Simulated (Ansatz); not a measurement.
AlCl2F···H2···NH3

```xyz
10

Al   -0.7700    0.5787   -1.3017
H    -1.2482   -1.0830    0.0006
Cl    0.9614   -0.0903   -2.2645
Cl   -2.6668    0.2133   -2.0956
H     0.8145    0.7479    1.3316
F    -0.6005    1.7349   -0.1168
H    -0.6002   -0.8646    0.3608
N     1.4265   -0.0496    1.4932
H     0.9240   -0.7805    1.9919
H     1.7594   -0.4069    0.6004
```

Computed with RKS B3LYP-D4/def2-SVP in Ansatz.

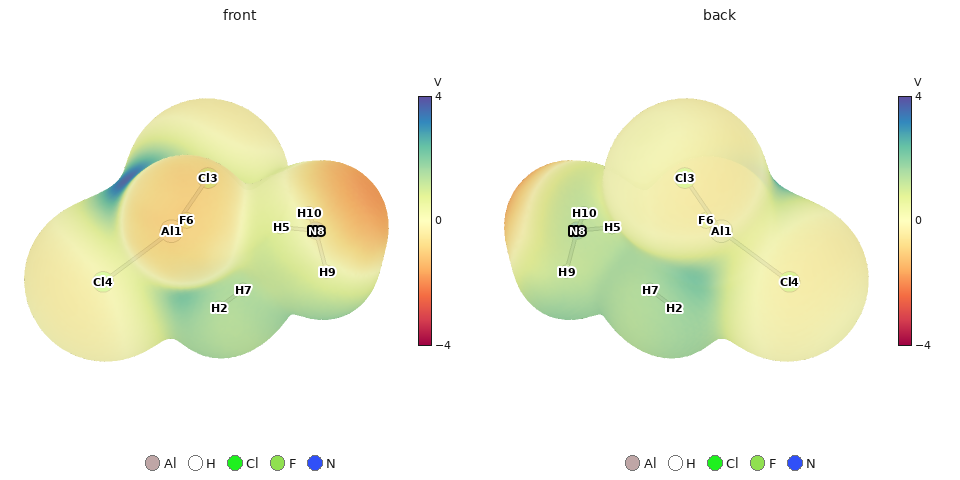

Figure 1. The electrostatic potential painted on the density surface at 0.002 e/bohr³, seen from the front and from behind; red is negative and blue positive.

Which sites attract a positive test charge, and which a negative one?

Answer. A positive charge is drawn to the negative regions and a negative charge to the positive ones. The most negative region (about −1.8 V) lies over N8, the most positive (about +3.3 V) over Al1. N8 is the likeliest acceptor of a hydrogen bond.

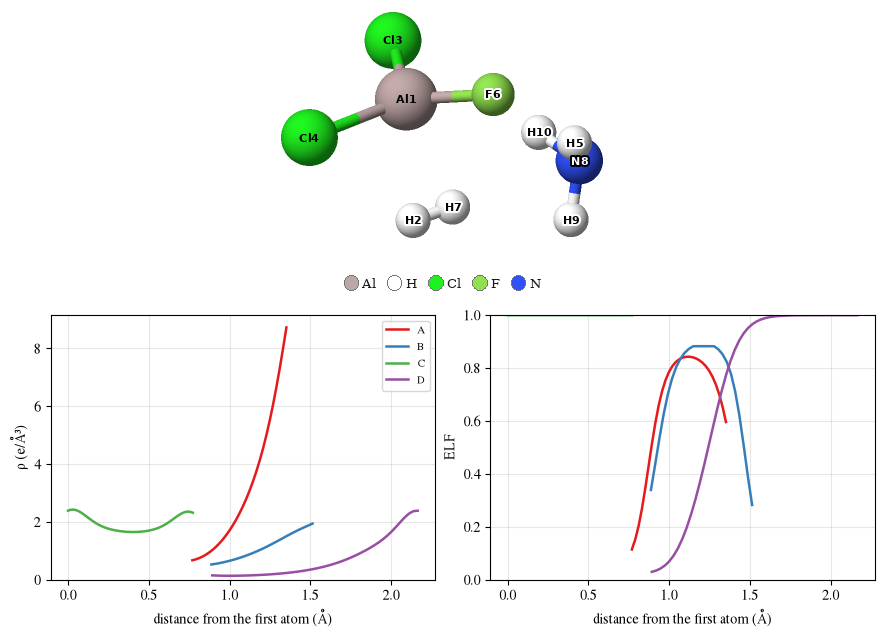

Figure 2. Total electron density and electron localisation function along straight lines between neighbouring atoms. The curves leave out the atomic cores. The structure is drawn too.

Which curve belongs to which contact (Al–Cl, Al–F, Al–H and H–H)? The first atom named is at distance zero.

Answer. Curve A: Al–F (1.66 Å): ρ is about 0.79 e/Å³ halfway; the ELF peaks at about 0.85 in the valence shell of F, 0.5 Å from its nucleus, and is about 0.25 at the midpoint. Curve B: Al–Cl (2.09 Å): ρ at the midpoint is about 0.72 e/Å³; the ELF peaks at about 0.90 in the valence shell of Cl, 0.9 Å from its nucleus, and is about 0.80 at the midpoint. Curve C: H–H (0.77 Å): ρ at the midpoint is about 1.6 e/Å³; the ELF peaks at about 1 between the atoms. Curve D: Al1···H2 (2.16 Å): the density falls to about 0.13 e/Å³ on the way; the ELF climbs to about 1 towards the hydrogen.

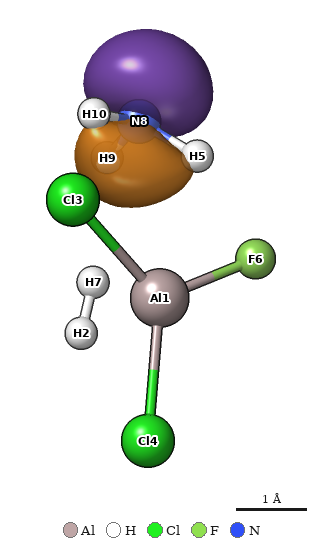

Figure 3. The HOMO at ±0.2 Å⁻³ᐟ² (orange and purple are the two phases), seen at an oblique angle.

What is the character of this orbital?

Answer. By Hirshfeld shares it lies mainly on N8 (about 80 %); largely a lone pair of N8. Its energy is −7.22 eV.
